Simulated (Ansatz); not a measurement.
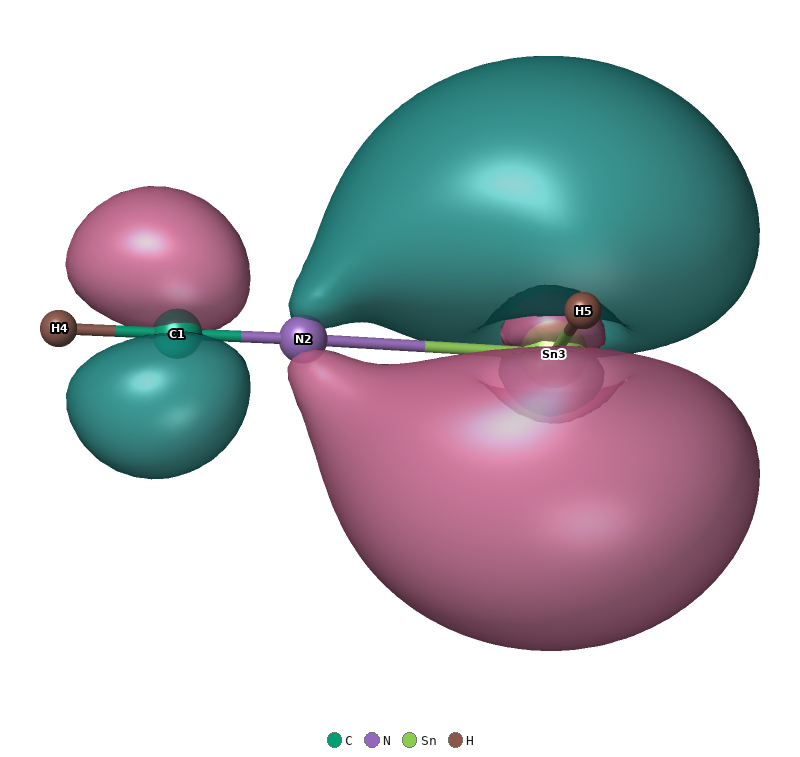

Figure. CH2NSn (charge +1). The LUMO at ±0.06 Å⁻³ᐟ² (teal and pink are the two phases), seen from one side.

Geometry: r2SCAN-D4/def2-SVP; core potentials replace the inner electrons of Sn.

All numbers below come from isolated molecule in a Gaussian basis; Kohn-Sham density functional theory, functional PBE0 (Ansatz).

```xyz
5

C     0.5925   -1.7286   -0.7007
N     0.4828   -0.6887   -0.2130
Sn    0.3531    1.4736    0.6565
H     0.6927   -2.7115   -1.1566
H    -0.6520    0.7056    1.8929
```

Q: What is the character of this orbital?

A: By Hirshfeld shares it lies mainly on Sn3 (about 85 %); it changes sign across the molecular plane (π type). Its energy is −8.16 eV.
